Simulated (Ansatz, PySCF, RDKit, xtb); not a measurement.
# Solving SiNHClO, step by step

Given the formula SiNHClO (odd number of electrons) and nothing else, which arrangement of the atoms is the most stable in the gas at 298.15 K, and what are its properties?

Plan: many cheap relaxations first (GFN2-xTB), then density-functional screening, relaxation at PBE0-D3(BJ)/def2-SVP, vibrations and a final energy. The numbers are computed, not measured.

6 further runs of the same task are left out: 3 that didn't finish, 3 set aside as unsound or not needed.

## 1. Possible bonding patterns

All bonding patterns within simple valence rules are listed by program: one Lewis structure each, at most two rings and one unusual centre or charged pair. O–O, O–halogen and N–halogen bonds and N–N–N chains are not drawn. That gives 11 candidates.

| label | SMILES | spin |
| --- | --- | --- |
| c022 | O/N=[Si]\Cl | doublet |
| c086 | [N]=[Si](O)Cl | doublet |
| c126 | [N-]=[O+][SiH]Cl | doublet |
| c472 | [NH][Si](=O)Cl | doublet |
| c524 | O=N[SiH]Cl | doublet |
| c628 | [O-]/[NH+]=[Si]/Cl | doublet |
| c695 | Cl[Si@@H]1[N]O1 | doublet |
| c705 | O/N=[Si]/Cl | doublet |
| c719 | Cl[Si]1NO1 | doublet |
| c834 | [NH]O[Si]Cl | doublet |
| c969 | [O-]/[NH+]=[Si]\Cl | doublet |

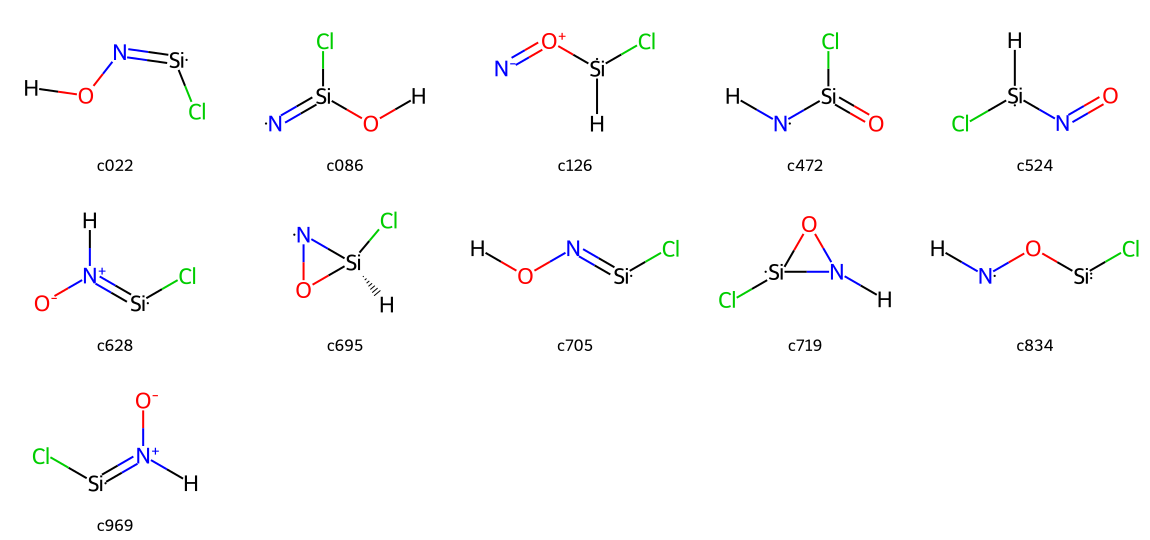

Structural formulas of the candidates.

Candidates are built by distance geometry, with a force field where one applies, in up to four conformers (letters a to d). 5 starts with atoms placed at random are added, to find patterns that the rules miss.

## 2. Cheap relaxation of all starts

All 17 starts are relaxed the same way. One of them, c834a (enumerated, embedded by distance geometry and MMFF94), in full:

The input, start.xyz:

```xyz
5
c834a
Cl    -1.914881    -3.658070     0.397011
N     -1.030570     0.591950     0.487686
O     -0.903184    -0.829517     0.385833
Si    -2.320860    -1.626356     0.596814
H     -0.114369     1.036950     0.306563
```

On the command line:

```
$ xtb start.xyz --gfn 2 --opt --uhf 1
```

The log of the run, cut to the lines that bear on the results:

```text
* xtb version 6.7.1
[...]
          :  # basis functions                  29          :
[...]
          :  # electrons                        23          :
[...]
          :  Hamiltonian                  GFN2-xTB          :
[...]
          :  net charge                          0          :
          :  unpaired electrons                  1          :
[...]
   *** convergence criteria satisfied after 23 iterations ***
[...]
   *** GEOMETRY OPTIMIZATION CONVERGED AFTER 19 ITERATIONS ***
[...]
   *** convergence criteria satisfied after 3 iterations ***
[...]
         ::                     SUMMARY                     ::
         :::::::::::::::::::::::::::::::::::::::::::::::::::::
         :: total energy             -13.700220044638 Eh    ::
         :: gradient norm              0.000642991972 Eh/a0 ::
         :: HOMO-LUMO gap              2.029489896138 eV    ::
         ::.................................................::
         :: SCC energy               -13.743809246713 Eh    ::
         :: -> isotropic ES            0.025022887514 Eh    ::
         :: -> anisotropic ES         -0.004000485301 Eh    ::
         :: -> anisotropic XC          0.003616368642 Eh    ::
         :: -> dispersion             -0.002994293549 Eh    ::
         :: repulsion energy           0.043589202076 Eh    ::
         :: add. restraining           0.000000000000 Eh    ::
         :: total charge              -0.000000000000 e     ::
         :::::::::::::::::::::::::::::::::::::::::::::::::::::
[...]
        12        1.0000           -0.3453863              -9.3984 (HOMO)
        13                         -0.2708039              -7.3689 (LUMO)
[...]
     #   Z          covCN         q      C6AA      α(0)
     1  17 Cl       0.805    -0.207   105.571    15.718
     2   7 N        1.790    -0.233    26.922     7.685
     3   8 O        1.691    -0.176    16.965     5.561
     4  14 Si       1.584     0.482   182.874    28.784
     5   1 H        0.859     0.134     1.516     1.929
[...]
     #   Z sym  total        # sym  WBO       # sym  WBO       # sym  WBO
 ---------------------------------------------------------------------------
     1  17 Cl   1.288 --     4 Si   1.177
     2   7 N    2.509 --     3 O    1.208     5 H    0.956     4 Si   0.280
     3   8 O    2.538 --     4 Si   1.283     2 N    1.208
     4  14 Si   2.763 --     3 O    1.283     1 Cl   1.177     2 N    0.280
     5   1 H    0.982 --     2 N    0.956
 ---------------------------------------------------------------------------
[...]
molecular dipole:
                 x           y           z       tot (Debye)
 q only:       -1.014       0.146      -0.440
   full:       -0.341      -0.290      -0.615       1.934
molecular quadrupole (traceless):
[...]
          | TOTAL ENERGY              -13.700220044638 Eh   |
          | GRADIENT NORM               0.000642991972 Eh/α |
          | HOMO-LUMO GAP               2.029489896138 eV   |
           -------------------------------------------------
[...]
```

Run time: 0.24 s. Hardware: 1 thread of AMD EPYC (Zen 3), shared host.

## 3. The minima found

17 of the 17 relaxations converged; 2 ended on a minimum already found. 15 distinct structures remain:

| label | start | SMILES after | spin | energy (kcal/mol) | note |
| --- | --- | --- | --- | --- | --- |
| c472a | drawn | [NH][Si](=O)Cl | doublet | 0.0 |  |
| c086a | drawn and random | [N]=[Si](O)Cl | doublet | 14.9 |  |
| c126a | drawn | Cl[Si@@H]1[N]O1 | doublet | 44.3 | bonds changed |
| c524a | drawn | O=N[SiH]Cl | doublet | 48.5 |  |
| c719b | drawn | Cl[Si]1NO1 | doublet | 49.0 |  |
| c719a | drawn | Cl[Si]1NO1 | doublet | 49.8 |  |
| c705a | drawn | O/N=[Si]/Cl | doublet | 52.3 |  |
| c834a | drawn | [NH]O[Si]Cl | doublet | 55.9 |  |
| c022a | drawn | O/N=[Si]\Cl | doublet | 56.8 |  |
| c875 | random | [NH]O[Si]Cl | doublet | 59.1 |  |
| c628a | drawn | [O-]/[NH+]=[Si]/Cl | doublet | 59.9 |  |
| c969a | drawn | [O-]/[NH+]=[Si]\Cl | doublet | 62.6 |  |
| c210 | random | [N-]=[O+][SiH]Cl | doublet | 77.3 |  |
| c269 | random | Cl.[N]1O[Si]1 | doublet | 95.1 | fell apart |
| c860 | random | [N][OH][Si][Cl] ‡ | doublet | 128.4 |  |

‡ marks the bonded skeleton alone, with all bonds drawn single: no Lewis structure was assigned that passes a check against the bond lengths.

GFN2-xTB has no spin polarisation, so it can't rank spin states and is rough for open shells.

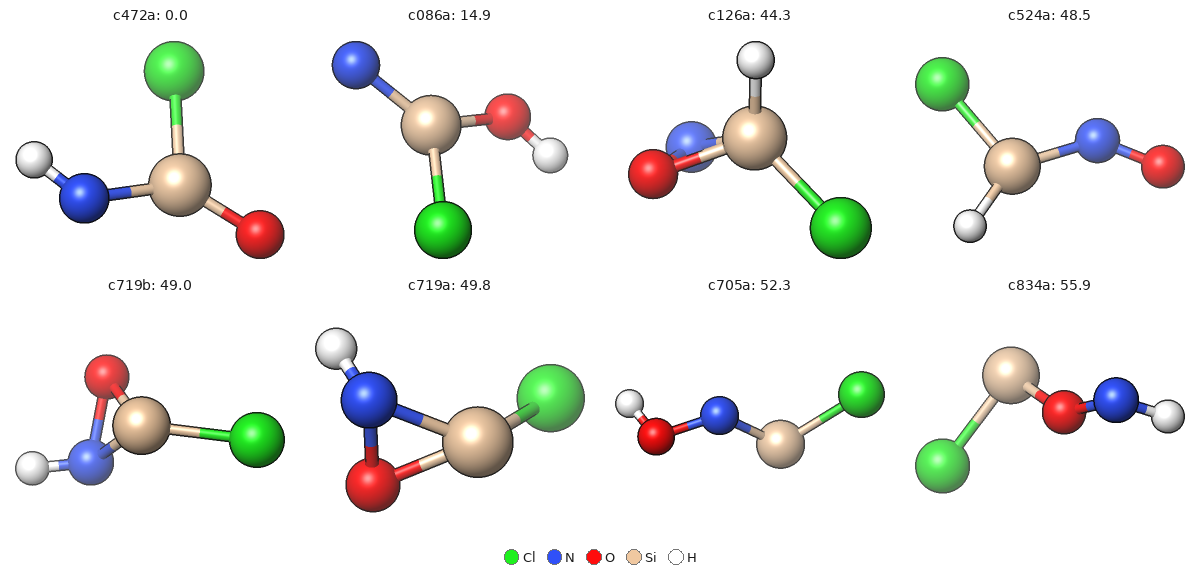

The 8 lowest minima that did not fall apart, with their GFN2-xTB energies in kcal/mol.

## 4. Second filter: single points

A choice of the minima (the low ones first, few conformers of a pattern, up to a cap) and the lowest that fell apart get a single point at r2SCAN-D4/def2-SVP on the tight-binding geometry, and one at HF/STO-3G for comparison. The first, c472a:

The input, input.yaml:

```yaml
crystal:
  periodic: [false, false, false]
  atoms:
    - {symbol: Cl, position_ang: [1.919119, 0.587578, -0.168076]}
    - {symbol: "N", position_ang: [-0.943335, -0.092044, -0.089757]}
    - {symbol: O, position_ang: [0.882734, -1.980498, 1.204427]}
    - {symbol: Si, position_ang: [0.486047, -0.746100, 0.447514]}
    - {symbol: H, position_ang: [-1.100324, 0.768561, -0.589535]}
basis:
  gaussian: {orbitals: def2-SVP}
magnetization: {spin_polarized: true, initial_magnetization: 1}
hamiltonian: {xc: {name: r2SCAN}, dispersion: d4}
scf: {lower_state_search: "off"}
```

On the command line:

```
$ ansatz run input.yaml --threads 1 --pin off --max-ram 2610MiB --events-out events.jsonl --progress --plain --runs-dir runs
```

The log of the run, cut to the lines that bear on the results:

```text
Warning: RAYON_NUM_THREADS=1 ignored (pool sized by the plan → 1); use --threads N
Functional definition: r2SCAN
  name "r2SCAN"
[...]
764 factors; their error is unknown
[...]
mean field -23940.51907043 eV, -879.7978483717 hartree, gradient 2.1e-6 eV, S^2 0.758988; 0 other end points of the search recorded, 0 dependent functions left out
reference -23940.51907772 eV, -879.7978486394 hartree; 24, 23 occupied and 45, 46 virtual orbitals, 764 factors
Total energy: -23940.54772361 eV, -879.7989013565 hartree
Checks for a lower state left out: stability, starts, cluster_reference, orbital_swaps, neighbouring_geometries, increment
```

It took 9.9 s on 1 thread of AMD EPYC (Zen 3), shared host.

Relative energies in kcal/mol, each column from its lowest structure that stays in one piece:

| label | SMILES | spin | GFN2-xTB | HF/STO-3G | r2SCAN-D4/def2-SVP |
| --- | --- | --- | --- | --- | --- |
| c472a | [NH][Si](=O)Cl | doublet | 0.0 | 9.0 | 0.0 |
| c086a | [N]=[Si](O)Cl | doublet | 14.9 | 11.1 | 4.7 |
| c126a | Cl[Si@@H]1[N]O1 | doublet | 44.3 | 0.0 | 25.2 |
| c524a | O=N[SiH]Cl | doublet | 48.5 | 23.2 | 39.4 |
| c269 | Cl.[N]1O[Si]1 | doublet | 95.1 | 40.1 | 66.3 |

## 5. Refinement at PBE0-D3(BJ)/def2-SVP

3 candidates are relaxed at PBE0-D3(BJ)/def2-SVP (chosen among the lowest in one piece). The first, c472a:

The input, input.yaml:

```yaml
crystal:
  periodic: [false, false, false]
  atoms:
    - {symbol: Cl, position_ang: [1.919119, 0.587578, -0.168076]}
    - {symbol: N, position_ang: [-0.943335, -0.092044, -0.089757]}
    - {symbol: O, position_ang: [0.882734, -1.980498, 1.204427]}
    - {symbol: Si, position_ang: [0.486047, -0.746100, 0.447514]}
    - {symbol: H, position_ang: [-1.100324, 0.768561, -0.589535]}
basis:
  gaussian: {orbitals: def2-SVP}
magnetization: {spin_polarized: true, initial_magnetization: 1}
hamiltonian: {xc: pbe0, dispersion: d3bj}
relax: {f_tol: 0.003}
```

On the command line:

```
$ ansatz run input.yaml --threads 1 --pin off --max-ram 2610MiB --events-out events.jsonl --progress --plain --runs-dir runs
```

The log of the run, cut to the lines that bear on the results:

```text
Warning: RAYON_NUM_THREADS=1 ignored (pool sized by the plan → 1); use --threads N
[...]
Functional definition: PBE0
  name "PBE0"
[...]
697 factors; integrals over basis functions are off by at most 3.4e-4 eV
[...]
mean field -23932.29973251 eV, -879.4957932744 hartree, gradient 3.6e-6 eV, S^2 0.759405; 2 other end points of the search recorded, 0 dependent functions left out
[...]
reference -23932.29975116 eV, -879.4957939598 hartree; 24, 23 occupied and 45, 46 virtual orbitals, 697 factors
relax step   1: F+E_penalty+E_count = -23932.40859815 eV  Δ(F+E_penalty+E_count) = +0.000e0 eV  max|allowed force component| = 1.762e0 eV/Å  Δτ_max = 0.0000 Å  (143 SCF iters, accepted)
[...]
relax step   5: F+E_penalty+E_count = -23932.70975748 eV  Δ(F+E_penalty+E_count) = +1.382e-2 eV  max|allowed force component| = 2.045e0 eV/Å  Δτ_max = 0.1955 Å  (45 SCF iters, rejected (line search))
[...]
697 factors; integrals over basis functions are off by at most 6.9e-4 eV
[...]
mean field -23932.72142389 eV, -879.5112901468 hartree, gradient 4.6e-5 eV, S^2 0.755204; 3 other end points of the search recorded, 0 dependent functions left out
[...]
reference -23932.72144231 eV, -879.5112908238 hartree; 24, 23 occupied and 45, 46 virtual orbitals, 697 factors
Total energy: -23932.82830734 eV, -879.5152180410 hartree
Atom 0 at     2.201760     0.493654    -0.227358 Å, force    -0.000045    -0.000262    -0.000720 eV/Å
Atom 1 at    -0.738049    -0.044531    -0.535061 Å, force     0.001174    -0.000875    -0.001589 eV/Å
Atom 2 at     0.640531    -1.817863     1.293101 Å, force     0.000139    -0.000775    -0.000685 eV/Å
Atom 3 at     0.603991    -0.613791     0.356536 Å, force    -0.001170     0.001722     0.002119 eV/Å
Atom 4 at    -1.463992     0.520028    -0.082645 Å, force    -0.000098     0.000191     0.000874 eV/Å
Dipole moment:    -0.251816     0.637551    -0.172283 e Å
```

It took 3.4 min on 1 thread of AMD EPYC (Zen 3), shared host.

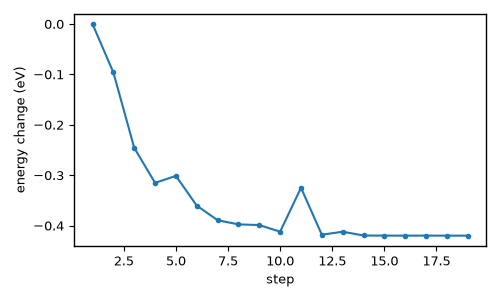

Energy along the run, all evaluated steps.

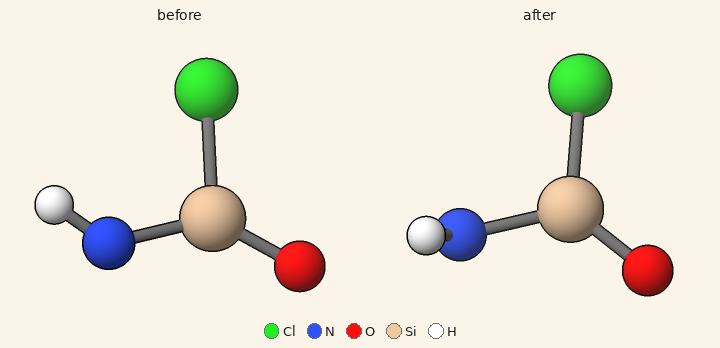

Before and after, at one scale.

After the run. Bond lengths: Cl1–Si4 2.030 Å, N2–Si4 1.709 Å, O3–Si4 1.526 Å, N2–H5 1.025 Å. Angles: Cl1–Si4–N2 106.6°, Cl1–Si4–O3 126.0°, N2–Si4–O3 127.0°, Si4–N2–H5 120.6°.

## 6. After refinement

| label | spin | r2SCAN-D4/def2-SVP (kcal/mol) | PBE0-D3(BJ)/def2-SVP, relaxed (kcal/mol) | time |
| --- | --- | --- | --- | --- |
| c472a | doublet | 0.0 | 0.0 | 3.4 min |
| c086a | doublet | 4.7 | 11.7 | 94 s |
| c126a | doublet | 25.2 | 29.6 | 67 s |

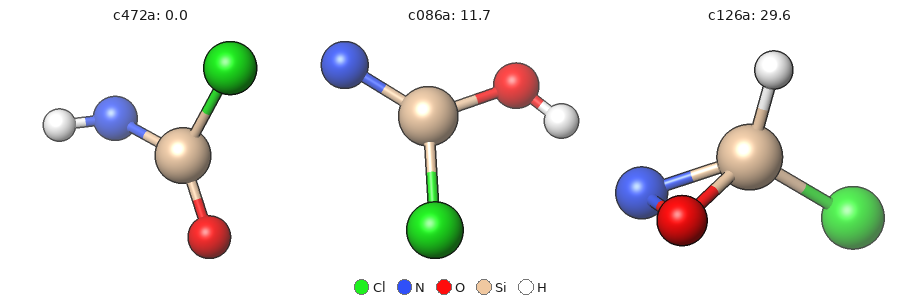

The relaxed structures, with energies at PBE0-D3(BJ)/def2-SVP in kcal/mol.

## 7. Are they minima? Harmonic frequencies

The lowest few in one piece go on as finalists. Harmonic vibrations at PBE0-D3(BJ)/def2-SVP test each finalist and give the zero-point energy and the thermal terms. The first, c472a:

The input, input.yaml:

```yaml
crystal:
  periodic: [false, false, false]
  atoms:
    - {symbol: Cl, position_ang: [2.201760, 0.493654, -0.227358]}
    - {symbol: "N", position_ang: [-0.738049, -0.044531, -0.535061]}
    - {symbol: O, position_ang: [0.640531, -1.817863, 1.293101]}
    - {symbol: Si, position_ang: [0.603991, -0.613791, 0.356536]}
    - {symbol: H, position_ang: [-1.463992, 0.520028, -0.082645]}
basis:
  gaussian:
    orbitals: def2-SVP
magnetization:
  spin_polarized: true
  initial_magnetization: 1
hamiltonian:
  xc: pbe0
  dispersion: d3bj
scf:
  lower_state_search: off
phonons: {}
```

On the command line:

```
$ ansatz run input.yaml --threads 1 --pin off --max-ram 2610MiB --events-out events.jsonl --progress --plain --runs-dir runs
```

The log of the run, cut to the lines that bear on the results:

```text
Warning: RAYON_NUM_THREADS=1 ignored (pool sized by the plan → 1); use --threads N
[... 2 set-up lines as earlier in the session ...]
[...]
696 factors; integrals over basis functions are off by at most 2.8e-4 eV
[...]
mean field -23932.72144134 eV, -879.5112907881 hartree, gradient 4.9e-6 eV, S^2 0.755204; 0 other end points of the search recorded, 0 dependent functions left out
[...]
reference -23932.72146007 eV, -879.5112914764 hartree; 24, 23 occupied and 45, 46 virtual orbitals, 696 factors
[...]
696 factors; integrals over basis functions are off by at most 2.8e-4 eV
[...]
mean field -23932.72142496 eV, -879.5112901861 hartree, gradient 1.8e-6 eV, S^2 0.755209; 0 other end points of the search recorded, 0 dependent functions left out
[...]
reference -23932.72144370 eV, -879.5112908747 hartree; 24, 23 occupied and 45, 46 virtual orbitals, 696 factors
[...]
mean field -23932.72141414 eV, -879.5112897886 hartree, gradient 1.5e-6 eV, S^2 0.755203; 0 other end points of the search recorded, 0 dependent functions left out
[...]
reference -23932.72143287 eV, -879.5112904766 hartree; 24, 23 occupied and 45, 46 virtual orbitals, 696 factors
Total energy: -23932.82832509 eV, -879.5152186934 hartree
Atom 0 at     2.201760     0.493654    -0.227358 Å, force    -0.000074    -0.000354    -0.000667 eV/Å
Atom 1 at    -0.738049    -0.044531    -0.535061 Å, force     0.001211    -0.000888    -0.001587 eV/Å
Atom 2 at     0.640531    -1.817863     1.293101 Å, force     0.000271    -0.000844    -0.000651 eV/Å
Atom 3 at     0.603991    -0.613791     0.356536 Å, force    -0.001313     0.001883     0.002043 eV/Å
Atom 4 at    -1.463992     0.520028    -0.082645 Å, force    -0.000095     0.000204     0.000862 eV/Å
Dipole moment:    -0.251818     0.637548    -0.172282 e Å
Vibrations: 175.88 248.94 280.19 295.58 546.78 571.28 861.83 1253.78 3558.22 cm⁻¹, zero-point energy 0.483072 eV
Checks for a lower state left out: stability, starts, cluster_reference, orbital_swaps, neighbouring_geometries, increment
```

It took 2.4 min on 1 thread of AMD EPYC (Zen 3), shared host.

## 8. Thermal terms of the finalists

At 298.15 K and 1 atm, ideal gas, rigid rotor and harmonic oscillator:

| label | SMILES | spin | point group | lowest mode (cm⁻¹) | zero-point (kcal/mol) | G − E (kcal/mol) |
| --- | --- | --- | --- | --- | --- | --- |
| c472a | [NH][Si](=O)Cl | doublet | C1 | 176 | 11.1 | -7.8 |
| c086a | [N]=[Si](O)Cl | doublet | Cs | 209 | 11.7 | -6.8 |
| c126a | Cl[Si@@H]1[N]O1 | doublet | C1 | 228 | 10.6 | -7.8 |

Chiral structures get −RT ln 2 for their mirror image.

## 9. The final energy

Each finalist gets a single point at CCSD(T)/def2-SVP + MP2/def2-TZVPP - MP2/def2-SVP.

c472a, CCSD(T)/def2-SVP:

The input, input.yaml:

```yaml
crystal:
  periodic: [false, false, false]
  atoms:
    - symbol: Cl
      position_ang: [2.201760, 0.493654, -0.227358]
    - symbol: "N"
      position_ang: [-0.738049, -0.044531, -0.535061]
    - symbol: O
      position_ang: [0.640531, -1.817863, 1.293101]
    - symbol: Si
      position_ang: [0.603991, -0.613791, 0.356536]
    - symbol: H
      position_ang: [-1.463992, 0.520028, -0.082645]
basis:
  gaussian:
    orbitals: def2-SVP
total_charge: 0
magnetization:
  spin_polarized: true
  initial_magnetization: 1
correlation:
  method: ccsd_t
  frozen_orbitals: {"N": 1, Cl: 5, O: 1, Si: 5, H: 0}
scf:
  omitted_lower_state_checks: [cluster_reference]
```

On the command line:

```
$ ansatz run input.yaml --threads 1 --pin off --max-ram 2610MiB --events-out events.jsonl --progress --plain --runs-dir runs
```

The log of the run, cut to the lines that bear on the results:

```text
Warning: RAYON_NUM_THREADS=1 ignored (pool sized by the plan → 1); use --threads N
Functional definition: HF
  name "HF"
[...]
646 factors; integrals over basis functions are off by at most 7.8e-4 eV
[...]
mean field -23891.49616127 eV, -877.9962896890 hartree, gradient 1.6e-6 eV, S^2 0.758971; 3 other end points of the search recorded, 0 dependent functions left out
12 core orbitals not correlated: weight in the atoms' cores, before any rotation towards them, 1.000 or more for the frozen orbitals, at most 0.000 for the correlated occupied ones
reference -23891.49616127 eV, -877.9962896890 hartree; 12, 11 occupied and 45, 46 virtual orbitals, 646 factors
second order -14.62423859 eV of doubles, -0.00000000 eV of singles
cycle   1  -14.78452607 eV  change   -1.6e-1 eV  update   1.3e-1
[...]
cycle  17  -15.34544936 eV  change    3.9e-6 eV  update   1.3e-5
perturbative correction -0.45702436 eV, -0.0167953355 hartree
Total energy: -23907.29863499 eV, -878.5770198868 hartree
Checks for a lower state left out: cluster_reference
```

Wall time 26 s (1 thread of AMD EPYC (Zen 3), shared host).

## 10. c472a at MP2/def2-TZVPP

The input, input.yaml:

```yaml
crystal:
  periodic: [false, false, false]
  atoms:
    - {symbol: Cl, position_ang: [2.201760, 0.493654, -0.227358]}
    - {symbol: N, position_ang: [-0.738049, -0.044531, -0.535061]}
    - {symbol: O, position_ang: [0.640531, -1.817863, 1.293101]}
    - {symbol: Si, position_ang: [0.603991, -0.613791, 0.356536]}
    - {symbol: H, position_ang: [-1.463992, 0.520028, -0.082645]}
basis:
  gaussian:
    orbitals: def2-TZVPP
magnetization:
  spin_polarized: true
  initial_magnetization: 1
correlation:
  method: mp2
  frozen_orbitals: {"N": 1, Cl: 5, O: 1, Si: 5, H: 0}
```

On the command line:

```
$ ansatz run input.yaml --threads 1 --pin off --max-ram 2610MiB --events-out events.jsonl --progress --plain --runs-dir runs
```

The log of the run:

```text
Warning: RAYON_NUM_THREADS=1 ignored (pool sized by the plan → 1); use --threads N
[... 2 set-up lines as earlier in the session ...]
  exchange = exact_x
  correlation = 0
973 factors; integrals over basis functions are off by at most 9.0e-4 eV
mean field evaluation 1: about -23897.8897 eV, gradient 3.5e1 eV
mean field evaluation 2: about -23897.8915 eV, gradient 3.5e1 eV
mean field evaluation 4: about -23903.3505 eV, gradient 4.1e0 eV
mean field evaluation 8: about -23903.5397 eV, gradient 3.6e-1 eV
mean field evaluation 16: about -23903.5504 eV, gradient 4.5e-6 eV
mean field -23903.55038120 eV, -878.4392741009 hartree, gradient 2.1e-6 eV, S^2 0.760551; 3 other end points of the search recorded, 0 dependent functions left out
12 core orbitals not correlated: weight in the atoms' cores, before any rotation towards them, 1.000 or more for the frozen orbitals, at most 0.000 for the correlated occupied ones
reference -23903.55038120 eV, -878.4392741009 hartree; 12, 11 occupied and 136, 137 virtual orbitals, 973 factors
second order -19.05550196 eV of doubles, -0.00000000 eV of singles
Total energy: -23922.60588317 eV, -879.1395508818 hartree
```

It took 24 s on 1 thread of AMD EPYC (Zen 3), shared host.

[end of part 1 of 2]
